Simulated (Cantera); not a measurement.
Feed: 1 mol FeCl₃, 0.27 mol HCl, 22 mol N₂, at 1.10 Pa.

Method: chemical equilibrium by Gibbs-energy minimisation in Cantera with the NASA 1993 tables (ideal gas, pure condensed phases). Candidate condensed phases: Fe, FeCl₂, FeCl₃, NH₄Cl; 18 gas species. The numbers say what is thermodynamically allowed, not how fast it happens.

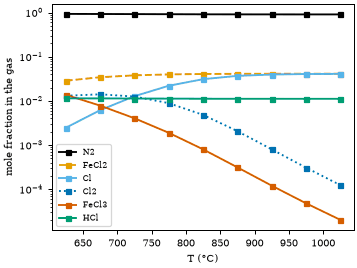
Figure. Equilibrium gas composition (values under 1e-9 drawn at 1e-9)

From 625 °C to 1025 °C nothing is condensed. The main Fe-bearing gas is FeCl₂ throughout.
